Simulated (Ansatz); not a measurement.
# H4SbSi: ladder of methods at one geometry in Python

Wanted for H4SbSi: a ladder of methods at one geometry.

Program: the Python package of Ansatz 0.2.0. The levels of theory stand in the script. These are calculated values, not measurements.

### 1 The structure

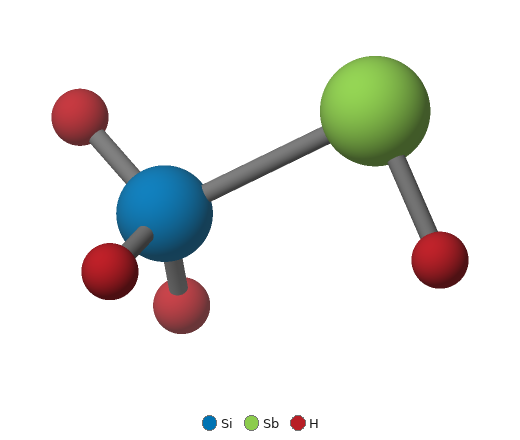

The starting structure, viewed from a chosen angle; silicon blue, antimony green, hydrogen red.

h4sbsi.xyz, read by the script:

```xyz
6

Si   -0.30460   -0.31320   -0.50290
Sb   -0.12770    0.74600    1.77840
H     0.38850   -1.51540   -0.58950
H    -1.69560   -0.54460   -0.78850
H     0.15960    0.66730   -1.53870
H     1.62180    0.89580    1.59500
```

### 2 The code

Contents of methods_h4sbsi.py:

```python
# -*- coding: utf-8 -*-
"""One geometry of H4SbSi, method by method."""

import ansatz as az

BASIS = "def2-SVP"

geometry = az.Crystal.molecule_from_extxyz("h4sbsi.xyz")

base = (
    geometry.calculation()
    .basis(gaussian=BASIS)
    .spin("collinear", total=1)
)

methods = ["mp2", "ccsd", "ccsd_t"]
reports = [base.correlation(m).run().report for m in methods]
print(f"Hartree-Fock reference {reports[0]['reference_energy_ev'] / 27.211386246:.6f} Ha")
best = reports[-1]["free_energy_ev"] - reports[-1]["reference_energy_ev"]
for method, each in zip(methods, reports):
    gained = each["free_energy_ev"] - each["reference_energy_ev"]
    print(f"{method:8s} total {each['free_energy_ev'] / 27.211386246:.6f} Ha  correlation {gained:9.4f} eV  ({100 * gained / best:.1f} % of the last)")
```

### 3 What the engine is handed

The engine receives this input (first run):

```yaml
crystal:
  periodic: [false, false, false]
  atoms:
    - { symbol: Si, position_ang: [-0.3046, -0.3132, -0.5029] }
    - { symbol: Sb, position_ang: [-0.1277, 0.746, 1.7784] }
    - { symbol: H, position_ang: [0.3885, -1.5154, -0.5895] }
    - { symbol: H, position_ang: [-1.6956, -0.5446, -0.7885] }
    - { symbol: H, position_ang: [0.1596, 0.6673, -1.5387] }
    - { symbol: H, position_ang: [1.6218, 0.8958, 1.595] }
basis:
  gaussian:
    orbitals: def2-SVP
magnetization:
  spin_polarized: true
  initial_magnetization: 1.0
correlation:
  method: mp2
```

### 4 The run

Run with:

```sh
$ python methods_h4sbsi.py
```

What it wrote:

```text
Hartree-Fock reference -530.407046 Ha
mp2      total -530.612947 Ha  correlation   -5.6029 eV  (81.2 % of the last)
ccsd     total -530.654169 Ha  correlation   -6.7246 eV  (97.4 % of the last)
ccsd_t   total -530.660640 Ha  correlation   -6.9007 eV  (100.0 % of the last)
```

It took 26 s on 1 thread of Intel Xeon Platinum 8259CL at 2.50GHz (Skylake/Cascade Lake), shared host; peak memory 0.34 GiB.

### 5 Inputs of later runs

The engine's inputs for the other runs:

Run 2, against run 1:

```diff
@@ -17 +17 @@
-  method: mp2
+  method: ccsd
```

Run 3, against run 1:

```diff
@@ -17 +17 @@
-  method: mp2
+  method: ccsd_t
```

### 6 What each run gave

The 3 runs, in the order started:

| run | method | energy (eV) | <S²> | iterations in all | CPU time (s) |
| --- | --- | --- | --- | --- | --- |
| 1 | mp2 | -14438.7139 | 0.76 | 12 | 1.8 |
| 2 | ccsd | -14439.8356 | 0.76 | 58 | 9.5 |
| 3 | ccsd_t | -14440.0116 | 0.76 | 58 | 14 |

Correlation energies (total less mean field):

| method | correlation (eV) | share of the last | miss against the last (eV) | CPU time (s) |
| --- | --- | --- | --- | --- |
| mp2 | -5.603 | 81.2 % | +1.298 | 1.8 |
| ccsd | -6.725 | 97.4 % | +0.176 | 9.5 |
| ccsd_t | -6.901 | 100.0 % | +0.000 | 14 |

### 7 Summary of results

| quantity | value |
| --- | --- |
| runs compared | 3 |
| correlation energy, last run | -6.901 eV |

What this shows: mp2 catches 81 % of the correlation energy of ccsd_t. The dearest, run 3 (ccsd_t), took some 8.2 times as long as run 1 (mp2). The geometry is a force-field or estimated start, not a minimum of this method, and the basis set is short of its limit. A lower total doesn't mark the better method: functionals have no common bound, and MP2 and coupled cluster aren't variational. def2 sets replace the cores of elements past krypton by effective core potentials. The species is open-shell (spin multiplicity 2). Inner cores stay frozen; a filled d shell under the valence of the heavier atoms is correlated with it.
